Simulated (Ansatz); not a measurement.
The relaxed structure here is a generated cell of AlN: the first start was made by placing the elements on the sites of a structure type, and the end was not matched to a known phase here, so it may be hypothetical. Known forms of AlN include space group No. 186, 216.

A relaxed structure of AlN. Method: PBEsol (plane waves to 420 eV, PAW, scalar-relativistic; Ansatz, a quantum-chemistry and plane-wave program).

R3m, hexagonal axes (No. 160), hR6, AFLOW prototype AB_hR6_160_b_b (B13, as in NiS); a = 8.489 Å, b = 8.489 Å, c = 2.711 Å, α = 90.00°, β = 90.00°, γ = 120.00°.

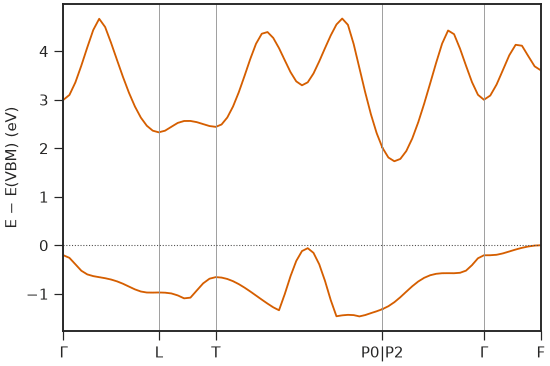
Figure: Highest filled and lowest empty band along the path of this cell's Brillouin zone

Read off the gap and say whether it is direct.

1.73 eV, indirect (valence top at F, conduction bottom at 12 % of the way from P2 to Γ) (no spin-orbit coupling).

How far does the top valence band disperse along this path?

About 1.5 eV.

No spin polarisation in the result.

The run could not lose the symmetry of its start: the end is stationary, and may be a saddle point rather than a minimum.
